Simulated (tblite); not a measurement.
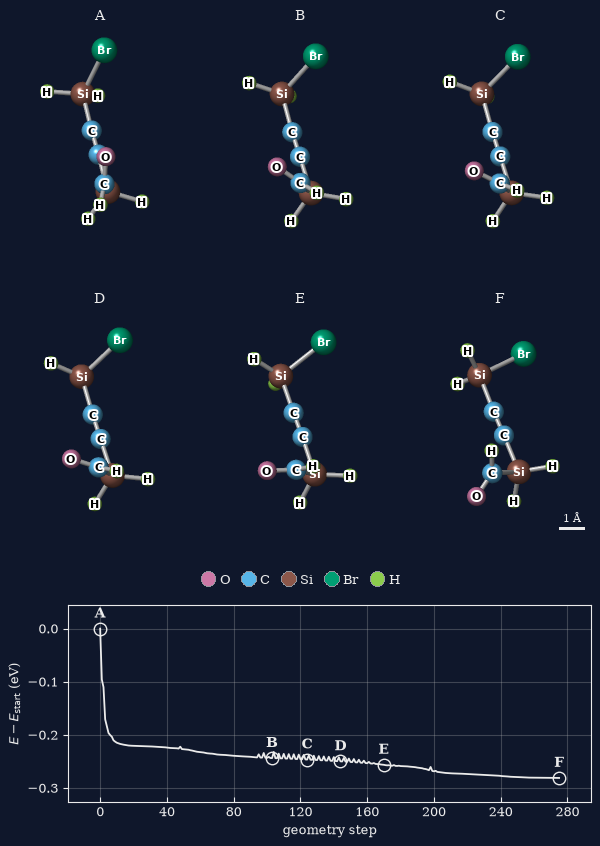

Frames of a relaxation of C3H5BrOSi2, marked on the history of the run. Style: ball-and-stick. Shown from a free direction.

Method: GFN2-xTB geometry optimisation, gas phase in tblite. 

Describe the path.

The energy falls by 0.281 eV in 275 geometry steps. The O atom moves most after the best rigid fit: 2.64 Å. Largest moves by element: O 2.64 Å, Br 2.18 Å, H 1.75 Å, C 0.59 Å, Si 0.47 Å. Among the contacts that change: C–Si 1.831 → 1.924 Å, Br–Si 2.278 → 2.229 Å, H–Si 1.487 → 1.455 Å, C–H 1.085 → 1.113 Å. Among the angles between lasting bonds that change: H–Si–H 105.1° → 114.9°, C–Si–C 110.8° → 103.7°, C–Si–H 106.3° → 111.2°. Groups turn about C–Si by about 150°. The run took 3.6 s on 1 thread of Arm Neoverse N1, with other jobs on the host. From step 0 to 103: the O atom moves most (1.26 Å), energy −0.244 eV. From step 103 to 124: the O atom moves most (0.20 Å), energy −0.003 eV. From step 124 to 144: the O atom moves most (0.23 Å), energy −0.003 eV. From step 144 to 170: the Br atom moves most (0.52 Å), energy −0.007 eV. From step 170 to 275: an H atom moves most (1.15 Å), energy −0.025 eV.

| step | E − E(0), eV |
| --- | --- |
| 0 | 0.0000 |
| 1 | -0.0958 |
| 2 | -0.1102 |
| 3 | -0.1707 |
| 4 | -0.1831 |
| 5 | -0.1963 |
| 6 | -0.2003 |
| 7 | -0.2034 |
| 8 | -0.2102 |
| 9 | -0.2127 |
| 10 | -0.2148 |
| 24 | -0.2211 |
| 38 | -0.2231 |
| 52 | -0.2278 |
| 66 | -0.2351 |
| 80 | -0.2393 |
| 94 | -0.2424 |
| 108 | -0.2441 |
| 122 | -0.2377 |
| 136 | -0.2484 |
| 149 | -0.2445 |
| 163 | -0.2540 |
| 177 | -0.2583 |
| 191 | -0.2619 |
| 205 | -0.2707 |
| 219 | -0.2734 |
| 233 | -0.2757 |
| 247 | -0.2789 |
| 261 | -0.2805 |
| 275 | -0.2810 |
